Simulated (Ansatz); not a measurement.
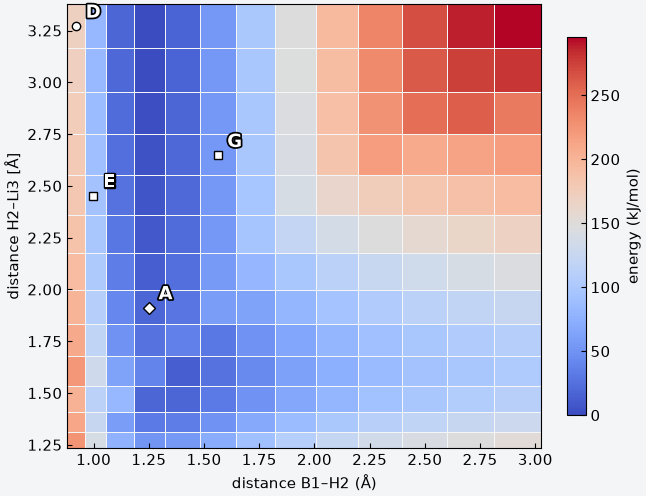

The system B + HLi, spin multiplicity 2. First axis: distance B1–H2. Second axis: distance H2–Li3. Nothing is relaxed (the angle B1–H2–Li3 is fixed at 180 degrees). The scan uses a 13 × 13 grid. All energies are given in kJ/mol relative to the lowest grid point. Energies and slopes of some neighbouring points disagree (a jump in structure or state, or too coarse a mesh). In part of the range the unrestricted reference is strongly spin-contaminated. Method: UHF-CCSD(T), frozen core/def2-TZVPD in Ansatz.

The picture shows one coloured cell a grid point, lettered points.

> Is G the lowest point of the computed grid?

No. G lies 54 kJ/mol above the lowest grid point, which is at distance B1–H2 = 1.250 Å, distance H2–Li3 = 3.272 Å.

> Rank the lettered points by energy, lowest first.

A (17 kJ/mol), G (54 kJ/mol), E (93 kJ/mol), D (170 kJ/mol).
